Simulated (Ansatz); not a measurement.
**Frequency calculation of BH$_{3}$ClOF**

BH$_{3}$ClOF, computed with RKS PBE/def2-SVP (Ansatz 0.2.0).

It belongs to a series of runs on one base structure; here: vibrations at the highest image of the band. Figures and captions count atoms from 1; the log counts them from 0 in places.

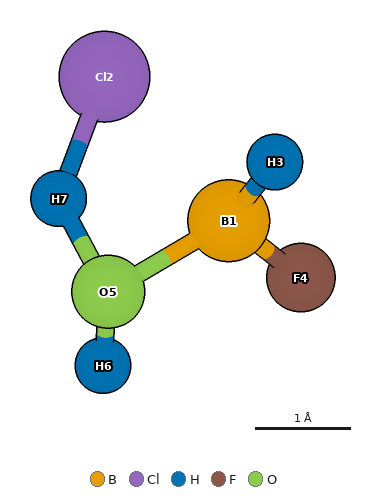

*The structure as given in the input (ball-and-stick view, seen at a tilt; atoms are numbered from 1 in the order of the input).*

## Summary

| quantity | value |
| --- | --- |
| outcome | converged |
| total energy | −17994.8227 eV |
| mean-field energy | −17994.8227 eV |
| largest force (length of the vector) | 0.028 eV/Å |
| hardware | 1 thread of AMD EPYC (Zen 5), 32 GiB of memory available, shared host |
| wall time | 20 s |
| peak memory | 0.12 GiB |

## Input
```yaml
crystal:
  periodic: [false, false, false]
  atoms:
    - { symbol: B, position_ang: [0.058169, -0.295658, -0.06819] }
    - { symbol: Cl, position_ang: [-0.050387, 0.168163, 2.124401] }
    - { symbol: H, position_ang: [1.083267, 0.238471, -0.416698] }
    - { symbol: F, position_ang: [-1.121053, 0.006854, -0.628834] }
    - { symbol: O, position_ang: [0.163766, -1.735141, 0.344027] }
    - { symbol: H, position_ang: [-0.692821, -2.17855, 0.166458] }
    - { symbol: H, position_ang: [0.09596, -1.233737, 1.504536] }
basis:
  gaussian: { orbitals: def2-SVP }
hamiltonian:
  xc: pbe
phonons: {}
```

Launched with:
```bash
ansatz run input.yaml --threads 1 --pin off --max-ram 2048MiB --backend cpu --events-out ev --progress --plain --runs-dir out
```

## What the program printed
```
Engine: ansatz 0.2.0, x86_64-unknown-linux-gnu
Functional definition: PBE
  parameter kappa = 0.804
  parameter beta = 0.06672455060314922
  exchange = pbe_x(kappa = kappa, mu = beta*pi^2/3)
  correlation = pbe_c(beta = beta)
814 factors; their error is unknown
mean field evaluation 1: about -17990.8685 eV, gradient 4.8e1 eV
mean field evaluation 2: about -17979.2786 eV, gradient 9.3e1 eV
mean field evaluation 4: about -17994.8277 eV, gradient 4.0e0 eV
mean field evaluation 8: about -17994.8575 eV, gradient 1.3e-1 eV
mean field evaluation 16: about -17994.8227 eV, gradient 2.1e-5 eV
mean field -17994.82267606 eV, -661.2975360162 hartree, gradient 2.1e-5 eV, S^2 0.000000; 0 other end points of the search recorded, 0 dependent functions left out
the calculation of the forces begins
reference -17994.82270293 eV, -661.2975370039 hartree; 21, 21 occupied and 54, 54 virtual orbitals, 814 factors
these checks for a lower state are left out or cut short: stability, starts, cluster_reference, orbital_swaps, neighbouring_geometries, increment
814 factors; their error is unknown
mean field -17994.82255821 eV, -661.2975316856 hartree, gradient 1.2e-6 eV, S^2 0.000000; 0 other end points of the search recorded, 0 dependent functions left out
[... from here on the field's lines of each further geometry are left out, up to the last ...]
the calculation of the forces begins
reference -17994.82270725 eV, -661.2975371625 hartree; 21, 21 occupied and 54, 54 virtual orbitals, 814 factors
these checks for a lower state are left out or cut short: stability, starts, cluster_reference, orbital_swaps, neighbouring_geometries, increment
814 factors; their error is unknown
mean field -17994.82264934 eV, -661.2975350344 hartree, gradient 8.0e-7 eV, S^2 0.000000; 0 other end points of the search recorded, 0 dependent functions left out
the calculation of the forces begins
reference -17994.82267621 eV, -661.2975360219 hartree; 21, 21 occupied and 54, 54 virtual orbitals, 814 factors
WARN: phonons: modes at or below zero, which the zero-point energy, F, S and C_V leave out: 1, the lowest at -806.42 cm⁻¹. A minimum has none, and a first-order saddle one
Total energy: -17994.82270293 eV, -661.2975370039 hartree
Atom 0 at     0.058169    -0.295658    -0.068190 Å, force     0.019400    -0.012094     0.015437 eV/Å
Atom 1 at    -0.050387     0.168163     2.124401 Å, force    -0.000906     0.002308    -0.001996 eV/Å
Atom 2 at     1.083267     0.238471    -0.416698 Å, force    -0.000943     0.003474    -0.002631 eV/Å
Atom 3 at    -1.121053     0.006854    -0.628834 Å, force    -0.016591     0.004409    -0.011012 eV/Å
Atom 4 at     0.163766    -1.735141     0.344027 Å, force     0.003480     0.004335    -0.010896 eV/Å
Atom 5 at    -0.692821    -2.178550     0.166458 Å, force    -0.002838     0.003273     0.004922 eV/Å
Atom 6 at     0.095960    -1.233737     1.504536 Å, force    -0.001603    -0.005705     0.006176 eV/Å
Dipole moment:    -0.141433    -0.516024    -0.101793 e Å
Vibrations: -806.42 215.13 396.59 449.38 499.21 522.08 874.03 934.73 1027.61 1113.96 1122.27 1287.01 1506.80 2641.69 3654.64 cm⁻¹, zero-point energy 1.007069 eV
```

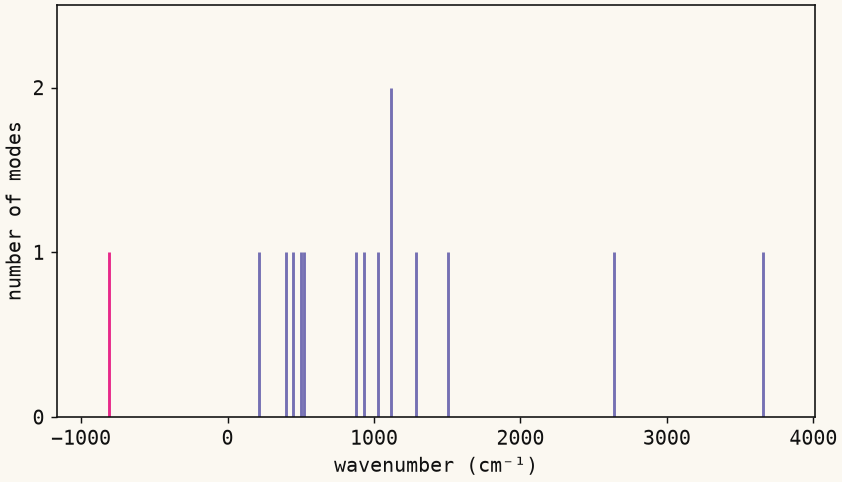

*Harmonic vibrational wavenumbers from the force constants; neighbouring modes closer than 20 cm⁻¹ are counted in one stick, and imaginary ones are drawn at negative wavenumbers.*

15 modes from 806i to 3655 cm⁻¹, 1 imaginary beyond 8i (806i cm⁻¹): a first-order saddle point, if the geometry is stationary.
